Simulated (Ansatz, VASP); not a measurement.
## Cross-check of SiO2 (Stishovite) between VASP and Ansatz

Aim: how closely do two programs agree when they are given the same cell, functional and k mesh?

Calculated with Ansatz 0.2.0; plane waves, with VASP 6.6.1 beside it; single point at PBE.

## 1. The structure

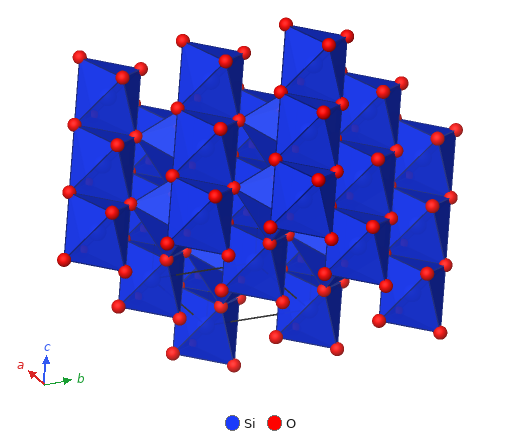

The starting structure, seen from a free direction (silicon blue, oxygen red). 2×2×2 cells are drawn. Some periodic images of atoms are drawn too.

## 2. VASP: single point, PBE

A single point gives forces, pressure and levels at one fixed geometry, so differences don't come from the geometry; what else differs is listed under the comparison.

Lines of VASP's logs that name or quote its potential files are left out, and so is its time.

INCAR reads:

```
SYSTEM = SiO2
PREC = Accurate
ENCUT = 520
EDIFF = 1E-07
NELM = 100
ISMEAR = 0
SIGMA = 0.01
LREAL = .FALSE.
ALGO = Normal
GGA = PE
NBANDS = 22
LORBIT = 11
LWAVE = .FALSE.
LCHARG = .FALSE.
KPAR = 2
```

POSCAR reads:

```
SiO2
1.0
    4.1773000000      0.0000000000      0.0000000000
    0.0000000000      4.1773000000      0.0000000000
    0.0000000000      0.0000000000      2.6652000000
Si O
2 4
Direct
    0.5000000000      0.5000000000      0.5000000000
    0.0000000000      0.0000000000      0.0000000000
    0.8059000000      0.1941000000      0.5000000000
    0.6941000000      0.6941000000      0.0000000000
    0.1941000000      0.8059000000      0.5000000000
    0.3059000000      0.3059000000      0.0000000000
```

KPOINTS reads:

```
Automatic mesh
0
Gamma
5 5 7
0 0 0
```

The projector-augmented-wave data sets are Si and O (PBE family, release 64).

Launch:

```sh
$ mpirun -np 2 vasp_std
```

Numbers of over 12 decimals in the logs are rounded to 6 here.

Output:

```text
[banner, memory and clock lines left out]
running    2 mpi-ranks, on    1 nodes
 distrk:  each k-point on    1 cores,    2 groups
 distr:  one band on    1 cores,    1 groups

 POSCAR found type information on POSCAR SiO
 POSCAR found :  2 types and       6 ions
 LDA part: xc-table for (Slater+PW92), standard interpolation
 POSCAR, INCAR and KPOINTS ok, starting setup
 FFT: planning ... GRIDC
 FFT: planning ... GRID_SOFT
 FFT: planning ... GRID
 WAVECAR not read
 entering main loop
       N       E                     dE             d eps       ncg     rms          rms(c)
DAV:   1     0.153037339698E+03    0.15304E+03   -0.17993E+04  1056   0.140E+03
DAV:   2    -0.435951514739E+02   -0.19663E+03   -0.18853E+03  1310   0.306E+02
DAV:   3    -0.508480070681E+02   -0.72529E+01   -0.72287E+01  1344   0.604E+01
DAV:   4    -0.509008267131E+02   -0.52820E-01   -0.52801E-01  1296   0.594E+00
DAV:   5    -0.509013428798E+02   -0.51617E-03   -0.51613E-03  1332   0.552E-01    0.176E+01
DAV:   6    -0.462053558695E+02    0.46960E+01   -0.16438E+01  1248   0.278E+01    0.803E+00
DAV:   7    -0.462271656677E+02   -0.21810E-01   -0.57998E-01  1266   0.506E+00    0.296E+00
DAV:   8    -0.462415728959E+02   -0.14407E-01   -0.20243E-02  1254   0.137E+00    0.109E+00
DAV:   9    -0.462480232382E+02   -0.64503E-02   -0.83498E-03  1260   0.900E-01    0.269E-01
DAV:  10    -0.462482440624E+02   -0.22082E-03   -0.55447E-04  1320   0.185E-01    0.425E-02
DAV:  11    -0.462482150269E+02    0.29035E-04   -0.12282E-04  1290   0.810E-02    0.613E-03
DAV:  12    -0.462482160908E+02   -0.10638E-05   -0.68289E-06  1308   0.192E-02    0.428E-03
DAV:  13    -0.462482160292E+02    0.61580E-07   -0.95952E-07  1272   0.738E-03
   1 F= -.46248216E+02 E0= -.46248216E+02  d E =-.487376E-82
```

OUTCAR, selected parts (step 2):

```text
ion  position               nearest neighbor table
   1  0.500  0.500  0.500-   4 1.76   6 1.76   4 1.76   6 1.76   5 1.81   3 1.81
   2  0.000  0.000  0.000-   3 1.76   5 1.76   3 1.76   5 1.76   4 1.81   6 1.81
   3  0.806  0.194  0.500-   2 1.76   2 1.76   1 1.81
   4  0.694  0.694  0.000-   1 1.76   1 1.76   2 1.81
   5  0.194  0.806  0.500-   2 1.76   2 1.76   1 1.81
   6  0.306  0.306  0.000-   1 1.76   1 1.76   2 1.81

  LATTYP: Found a simple tetragonal cell.
 ALAT       =     4.1773000000
 C/A-ratio  =     0.6380197735

 Subroutine GETGRP returns: Found 16 space group operations
 (whereof  8 operations were pure point group operations)

The static configuration has the point symmetry D_2h.
 The point group associated with its full space group is D_4h.

 Found     24 irreducible k-points:

   k-points           NKPTS =     24   k-points in BZ     NKDIM =     24   number of bands    NBANDS=     22

   dimension x,y,z NGX =    32 NGY =   32 NGZ =   20
   dimension x,y,z NGXF=    64 NGYF=   64 NGZF=   40

   ENCUT  =  520.0 eV  38.22 Ry    6.18 a.u.   7.77  7.77  4.96*2*pi/ulx,y,z

   NELECT =      32.0000    total number of electrons

 k-points in reciprocal lattice and weights: Automatic mesh
   0.00000000  0.00000000  0.00000000       0.006
   0.20000000  0.00000000  0.00000000       0.023
   0.40000000  0.00000000  0.00000000       0.023
   0.20000000  0.20000000  0.00000000       0.023
   0.40000000  0.20000000  0.00000000       0.046
   0.40000000  0.40000000  0.00000000       0.023
   0.00000000  0.00000000  0.14285714       0.011
   0.20000000  0.00000000  0.14285714       0.046
   0.40000000  0.00000000  0.14285714       0.046
[...]
0.40000000  0.20000000  0.42857143       0.091
   0.40000000  0.40000000  0.42857143       0.046

 average (electrostatic) potential at core
       1 -81.1638       2 -81.1638       3 -66.7338       4 -66.7338       5 -66.7338
       6 -66.7338

 E-fermi :   8.4073

 k-point     1 :       0.0000    0.0000    0.0000
  band No.  band energies     occupation
    ...
     12       5.1154      2.00000
     13       5.7430      2.00000
     14       7.3842      2.00000
     15       7.3842      2.00000
     16       8.2735      2.00000
     17      13.8851      0.00000
     18      14.9793      0.00000
     19      16.7797      0.00000
     20      16.7797      0.00000
     21      19.3952      0.00000
    ...

 k-point     2 :       0.2000    0.0000    0.0000
  band No.  band energies     occupation
    ...
     12       5.2053      2.00000
     13       5.7877      2.00000
     14       6.5663      2.00000
     15       7.3154      2.00000
     16       7.9652      2.00000
     17      14.4926      0.00000
     18      15.3262      0.00000
     19      16.8932      0.00000
     20      16.8958      0.00000
     21      19.9206      0.00000
    ...

 k-point     3 :       0.4000    0.0000    0.0000
  band No.  band energies     occupation
    ...
     12       4.9696      2.00000
     13       5.4338      2.00000
     14       5.6813      2.00000
     15       7.1863      2.00000
     16       7.3535      2.00000
     17      15.6288      0.00000
     18      16.0287      0.00000
     19      17.1485      0.00000
     20      17.3793      0.00000
     21      19.3773      0.00000
    ...

  Total        3.0843891      3.0843891      3.7039543      0.0000000      0.0000000      0.0000000
  in kB      106.2572569    106.2572569    127.6012908      0.0000000      0.0000000      0.0000000
  external PRESSURE =     113.3719349 kB  Pullay stress =       0.0000000 kB

  energy-cutoff  :      520.00
  volume of cell :       46.51
      direct lattice vectors                 reciprocal lattice vectors
     4.177300000  0.000000000  0.000000000     0.239389079  0.000000000  0.000000000
     0.000000000  4.177300000  0.000000000     0.000000000  0.239389079  0.000000000
     0.000000000  0.000000000  2.665200000     0.000000000  0.000000000  0.375206363

 POSITION                                       TOTAL-FORCE (eV/Angst)
 -----------------------------------------------------------------------------------
      2.08865      2.08865      1.33260         0.000000      0.000000      0.000000
      0.00000      0.00000      0.00000         0.000000      0.000000      0.000000
      3.36649      0.81081      1.33260        -0.065570      0.065570      0.000000
      2.89946      2.89946      0.00000         0.065570      0.065570      0.000000
      0.81081      3.36649      1.33260         0.065570     -0.065570     -0.000000
      1.27784      1.27784      0.00000        -0.065570     -0.065570     -0.000000
 -----------------------------------------------------------------------------------
    total drift:                                0.000000      0.000000     -0.000000

  FREE ENERGIE OF THE ION-ELECTRON SYSTEM (eV)
  ---------------------------------------------------
  free  energy   TOTEN  =       -46.2482160292 eV

  energy  without entropy=      -46.2482160292  energy(sigma->0) =      -46.24821603

 total charge
# of ion       s       p       d       tot
------------------------------------------
    1        0.589   0.879   0.000   1.467
    2        0.589   0.879   0.000   1.467
    3        1.550   3.695   0.000   5.246
    4        1.550   3.695   0.000   5.246
    5        1.550   3.695   0.000   5.246
    6        1.550   3.695   0.000   5.246
--------------------------------------------------
tot          7.379  16.539   0.000  23.917

[... 3 further parts left out ...]
```

The run ends at a pressure of 11.34 GPa, with forces up to 0.093 eV/Å.

## 3. Ansatz: single point, PBE

Ansatz runs on its default PAW (the set named soft_2) files.

The same cell, functional, mesh and smearing now go to Ansatz, which takes its cutoff from its data sets.

input.yaml reads:

```yaml
crystal:
  lattice:
    - [4.1773, 0.0, 0.0]
    - [0.0, 4.1773, 0.0]
    - [0.0, 0.0, 2.6652]
  atoms:
    - { symbol: Si, position: [0.5, 0.5, 0.5] }
    - { symbol: Si, position: [0.0, 0.0, 0.0] }
    - { symbol: O, position: [0.8059, 0.1941, 0.5] }
    - { symbol: O, position: [0.6941, 0.6941, 0.0] }
    - { symbol: O, position: [0.1941, 0.8059, 0.5] }
    - { symbol: O, position: [0.3059, 0.3059, 0.0] }
hamiltonian:
  xc: pbe
  pseudopotentials: { kind: paw }
kpoints:
  mp_grid: { grid: [5, 5, 7] }
scf:
  occupations: { method: gaussian, width: 0.01 }
  n_extra_bands: 5
output:
  forces: true
  stress: true
  eigenvalues: true
  write_density: true
  write_potential: true
  elf: true
  volumetric_format: npy
```

Launch:

```sh
$ ansatz run input.yaml --threads 4 --pin off --max-ram 9216MiB --backend cpu --events-out ev --progress --plain --runs-dir out
```

Output:

```text
scf.n_extra_bands = 5 over 16 filled bands (N_el = 32.0): the run solves 21 bands
Engine: ansatz 0.2.0, aarch64-unknown-linux-gnu
Pseudopotentials: kind: paw
Pseudopotential: Si, paw, valence charge 4, recommended cutoff 420 eV (normal), Si.paw.azcp
Pseudopotential: O, paw, valence charge 6, recommended cutoff 420 eV (normal), O.paw.azcp
Functional definition: PBE
  parameter kappa = 0.804
  parameter beta = 0.066725
  exchange = pbe_x(kappa = kappa, mu = beta*pi^2/3)
  correlation = pbe_c(beta = beta)
Crystal: 6 atoms, lattice volume = 46.507 Å³
Basis set: ecut = 420 eV, 913 PW (Γ), exchange–correlation on 60×60×36 points (8 copies of the dense FFT grid, shifted against one another)
Bands: 21, of which v1, the nominal top of the filled ones, is band 16 counted from 1 (15 counted from 0)
Symmetry: 16 space group operations
Space group: P42/mnm (ITA 136), of the structure as read, at distance tolerance 3.6e-5 Å
k-points: 24 of 175
Non-local potential: Si, projectors of the file, l = 0: 2, l = 1: 2, l = 2: 2
Non-local potential: O, projectors of the file, l = 0: 2, l = 1: 2, l = 2: 1
PAW form: soft (Blöchl's): semilocal exchange-correlation on the pseudo side does not see the compensation charge
PAW one-centre angular grid: Si, 110 points (default); XC on 64 Gauss nodes
PAW one-centre angular grid: O, 110 points (default); XC on 64 Gauss nodes
Initial density: superposition of atomic densities (neutral atoms: chi_scale 0, normalization atom), corrected by the library's trained network
Initial wavefunctions: pseudopotential atomic-orbital guess
Functional: x = pbe(κ = 0.804, μ = 0.219515), c = pbe(β = 0.066725)
SCF iter   1: F=—  HF=-3546.959993 eV  |F-HF|=—  |Δ(HF+E_count)|=         —  Δρ=3.31e-3  dr2=1.92e-3  ethr=1.77e-3  ⟨swp⟩=6.8  Hψ=2842  notcnv=0
preconditioner: auto → none  [insulator: Δε(μ)=5.641 eV  Ē_g=18.408 eV  σ=0.010 eV  W_gap=1.00  n_scr=10 (ndim 8)  ℏωp=30.8 eV  f_vac=0.000  D(μ)=0.00/eV (n_scr^D=0)  ε∞_Penn≈3.8]
SCF iter   2: F=—  HF=-3546.960655 eV  |F-HF|=—  |Δ(HF+E_count)|=   6.62e-4  Δρ=1.59e-3  dr2=4.05e-4  ethr=5.98e-6  ⟨swp⟩=2.4  Hψ=1162  notcnv=0  defer=24
SCF iter   3: F=—  HF=-3546.960712 eV  |F-HF|=—  |Δ(HF+E_count)|=   5.70e-5  Δρ=7.05e-4  dr2=5.94e-5  ethr=1.27e-6  ⟨swp⟩=2.0  Hψ=856  notcnv=0  defer=24
SCF iter   4: F=—  HF=-3546.960670 eV  |F-HF|=—  |Δ(HF+E_count)|=   4.25e-5  Δρ=9.84e-5  dr2=2.80e-6  ethr=1.86e-7  ⟨swp⟩=2.0  Hψ=847  notcnv=0  defer=24
SCF iter   5: F=—  HF=-3546.960670 eV  |F-HF|=—  |Δ(HF+E_count)|=   1.14e-7  Δρ=3.38e-5  dr2=3.67e-7  ethr=8.76e-9  ⟨swp⟩=2.0  Hψ=843  notcnv=0  defer=24
SCF iter   6: F=-3546.960670 eV  HF=-3546.960670 eV  |F-HF|=1.57e-8  |Δ(HF+E_count)|=   9.91e-8  Δρ=9.03e-6  dr2=2.38e-8  ethr=3.13e-10  ⟨swp⟩=12.2  Hψ=3560  notcnv=0
SCF 1 converged in 6 iterations: F = -3546.960670 eV  dr2 = 2.38e-8
  greatest PAW one-centre occupation: 0.861 electrons in one spin orbital (limit 2), on the O atom at site 5 (counted from 0), in its partial waves of l = 0
SCF converged after 6 iterations
Free energy (F): -3546.960670 eV
Harris-Foulkes:  -3546.960670 eV  (|F-HF|=1.57e-8)
Internal energy: -3546.960670 eV  (E = F + TS)
E sigma→0 (E₀):  -3546.960670 eV
Fermi energy:    13.432967 eV
--- Per-component energies (eV) ---
  E_band       = 67.131671
  E_kinetic    = 816.388764
  E_local      = -1217.955466  (includes V_loc(G=0)·N_el)
  E_nonlocal   = 236.756900
  E_hartree    = 432.617715
  E_xc         = -412.520494
  E_vxc        = -480.383744  (∫ρ·V_xc dr)
  E_paw        = -1662.067672  (= ΣΔE_a)
  E_vpaw       = -152.924788  (= ΣTr[D̂ρ^β])
  E_aug_tail   = 0.010137  (compensation charges beyond the density's cutoff)
  E_ewald      = -1740.190554
  E_smearing   = -0.000000  (= −TS)
  E_closure    = -0.000000  (closes the sum)
  Σ components = -3546.960670   (vs F -3546.960670, Δ=0.00e0)
--- Forces (eV/Å), atoms counted from 1 ---
  atom   1  Si    -0.00000000    -0.00000000    -0.00000000
  atom   2  Si     0.00000000    -0.00000000     0.00000000
  atom   3  O     -0.05749752     0.05749752     0.00000000
  atom   4  O      0.05749752     0.05749752    -0.00000000
  atom   5  O      0.05749752    -0.05749752    -0.00000000
  atom   6  O     -0.05749752    -0.05749752     0.00000000
  max |Σ_I F_I| component: 1.39e-17 eV/Å
--- Stress (GPa, compression-positive) ---
       10.719036       0.000000       0.000000
        0.000000      10.719036       0.000000
        0.000000       0.000000      12.199672
  P = ⅓ Tr σ = 11.2126 GPa (112.126 kbar)
--- Band table (eV; the first three rows and the last of 24) ---
  k-point 0: bands = [... 12 lower, 8.1105, 9.7314, 9.7314, 10.6141, 16.2518, 17.3546, 19.1611, 19.1611, ... 1 higher]
  k-point 1: bands = [... 12 lower, 7.2168, 9.5306, 9.5306, 10.3653, 17.1552, 18.7373, 20.2914, 20.2914, ... 1 higher]
  k-point 2: bands = [... 12 lower, 5.9203, 8.9096, 8.9096, 9.5709, 18.3643, 20.8691, 21.0495, 22.4365, ... 1 higher]
  k-point 23: bands = [... 12 lower, 8.5737, 8.7054, 8.8705, 9.1475, 18.0575, 18.1488, 21.7748, 21.9319, ... 1 higher]
```

It took 1 s on 4 threads of Arm Neoverse V2, shared host; peak memory 0.31 GiB.

The run ends at a pressure of 11.21 GPa, with forces up to 0.081 eV/Å.

## 4. Side by side

Known differences besides the PAW data sets themselves: the cutoff is 420 eV in Ansatz and 520 eV in VASP; VASP leaves aspherical gradient terms in its spheres out (LASPH is not set), Ansatz keeps them. Total energies have different zeros and are not compared.

Compared:

| quantity | Ansatz | VASP | difference |
| --- | --- | --- | --- |
| pressure (GPa) | 11.21 | 11.34 | -0.12 |
| gap on the k mesh (eV) | 5.638 | 5.612 | +0.026 |

Forces (eV/Å; atoms numbered as in POSCAR):

| atom | Ansatz x, y, z | VASP x, y, z |
| --- | --- | --- |
| Si1 | 0.000, 0.000, 0.000 | 0.000, 0.000, 0.000 |
| Si2 | 0.000, 0.000, 0.000 | 0.000, 0.000, 0.000 |
| O3 | -0.057, 0.057, 0.000 | -0.066, 0.066, 0.000 |
| O4 | 0.057, 0.057, 0.000 | 0.066, 0.066, 0.000 |
| O5 | 0.057, -0.057, 0.000 | 0.066, -0.066, 0.000 |
| O6 | -0.057, -0.057, 0.000 | -0.066, -0.066, 0.000 |

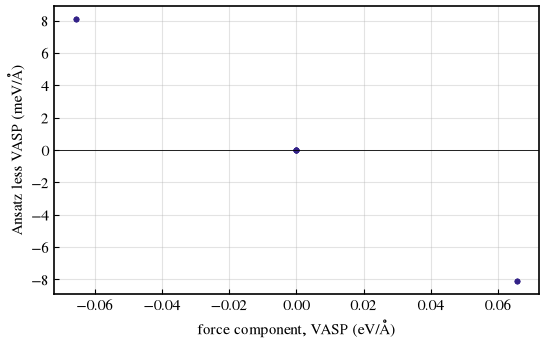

Difference of the force components against their size.

The forces differ by 5.4 meV/Å r.m.s., which is 12.3 % of the r.m.s. force of 0.04 eV/Å (both taken over all components). Ansatz's pressure holds a Pulay correction of 1.05 GPa; VASP's holds none.

## 5. Summary of results

* r.m.s. force difference (single point, PBE): 5.4 meV/Å

The r.m.s. force difference is 5.4 meV/Å (single point, PBE), within the 12 meV/Å picked in this series as the mark of a large difference. How closely two codes agree says nothing of how well the functional describes the real material.

[Lines on the potential files, build, host, timing and source positions are cut from VASP's logs without a mark.]

[Logs are printed without paths, hosts, clocks, repeated set-up lines and the standing remarks that a program may print on its own settings, such as how far it seeks lower states.]

[Hosts, paths, dates, database ids (printed as entryN), source tags and the programs' standing remarks are cut or masked in the printed files.]
